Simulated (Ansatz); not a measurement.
**C2H8N2Si (SMILES NC=C(N)[SiH3]): density, localisation and related maps**

```yaml
atoms:
  - { symbol: N, position_ang: [-1.8417, 1.3091, -0.1894] }
  - { symbol: C, position_ang: [-1.0113, 0.2121, -0.4289] }
  - { symbol: C, position_ang: [0.1997, -0.0384, 0.1581] }
  - { symbol: N, position_ang: [0.8012, 0.8212, 1.1133] }
  - { symbol: Si, position_ang: [1.0202, -1.6883, -0.1560] }
  - { symbol: H, position_ang: [-2.4022, 1.6085, -0.9905] }
  - { symbol: H, position_ang: [-1.4104, 2.1140, 0.2722] }
  - { symbol: H, position_ang: [-1.4438, -0.5420, -1.1042] }
  - { symbol: H, position_ang: [0.4780, 1.7952, 1.0658] }
  - { symbol: H, position_ang: [1.8250, 0.8296, 1.0470] }
  - { symbol: H, position_ang: [0.3130, -2.3751, -1.2924] }
  - { symbol: H, position_ang: [1.0206, -2.6025, 1.0454] }
  - { symbol: H, position_ang: [2.4721, -1.4783, -0.5256] }
```

All numbers below come from RKS PBE-D4/def2-SVP (Ansatz).

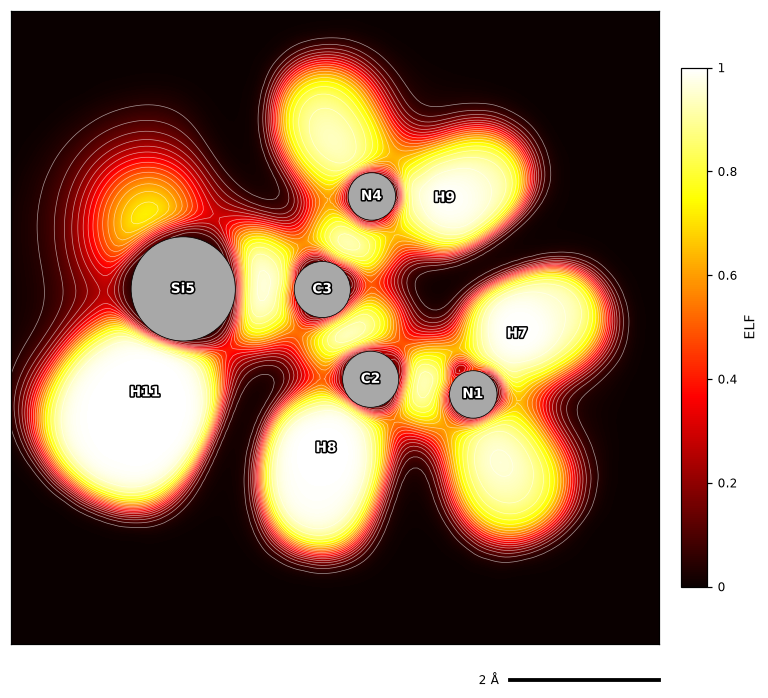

Figure 1. Electron localisation function on the plane of atoms C3, C2 and H8. Grey discs cover the atomic cores.

> Interpret the plot.

Atoms in the plane: N, C, Si and H.
C–C (1.37 Å): the ELF peaks at about 0.95 between the atoms: localised, covalent bonding.
C–N (1.40 Å): the ELF peaks at about 0.90 between the atoms, as expected for localised, covalent bonding.
C–Si (1.87 Å): the ELF peaks at about 0.95 between the atoms (localised, covalent bonding).
N–H (1.02 Å): the ELF climbs to about 1 towards the hydrogen, as it does in any bond to H (a covalent bond by its length).
C–H (1.10 Å): the ELF climbs to about 1 towards the hydrogen; an ordinary covalent bond to hydrogen.

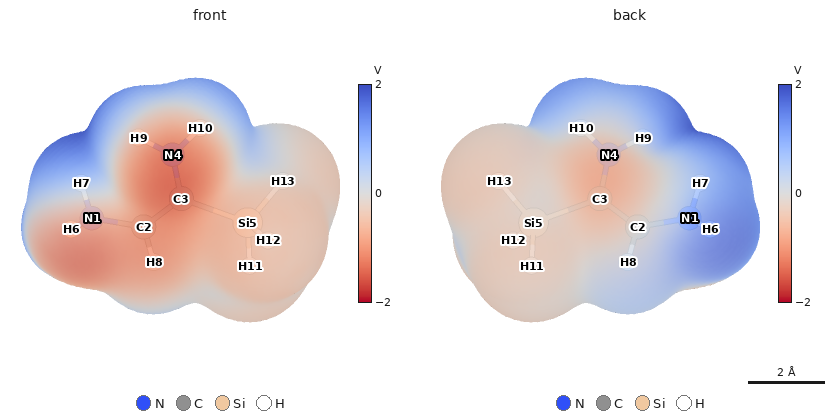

Figure 2. The electrostatic potential painted on the density surface at 0.001 e/bohr³, seen from the front and from behind; the colour scale runs from red (negative) to blue (positive).

> Where is the surface potential most negative and most positive?

The most negative region (about −1.4 V) lies over N4, the most positive (about +1.7 V) over H7 and H9. N4 is the likeliest acceptor of a hydrogen bond.

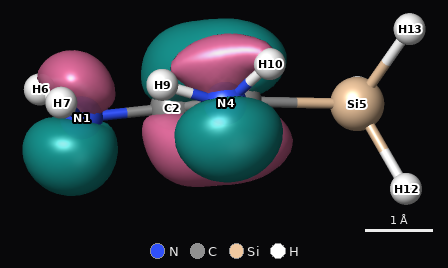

Figure 3. The HOMO at ±0.15 Å⁻³ᐟ² (teal and pink are the two phases), seen from one side.

> What is the character of this orbital?

Its weight (Hirshfeld) is mainly on N4 (about 25 %), C3 (about 20 %), N1 (about 20 %) and C2 (about 20 %). Its energy is −3.92 eV.

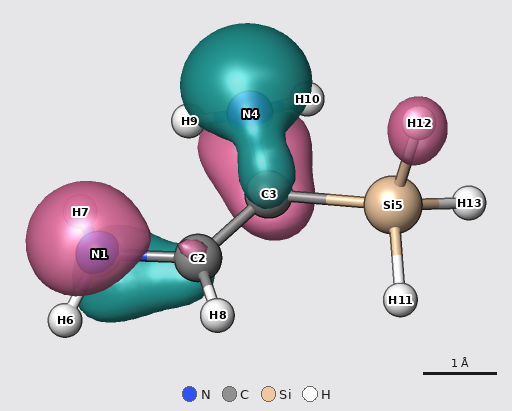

Figure 4. The HOMO−1 at ±0.15 Å⁻³ᐟ² (teal and pink are the two phases), seen at an oblique angle.

> Where does this orbital lie, and at what energy?

By Hirshfeld shares it lies mainly on N4 (about 40 %), N1 (about 25 %), C3 (about 10 %) and C2 (about 5 %). Its energy is −6.72 eV.
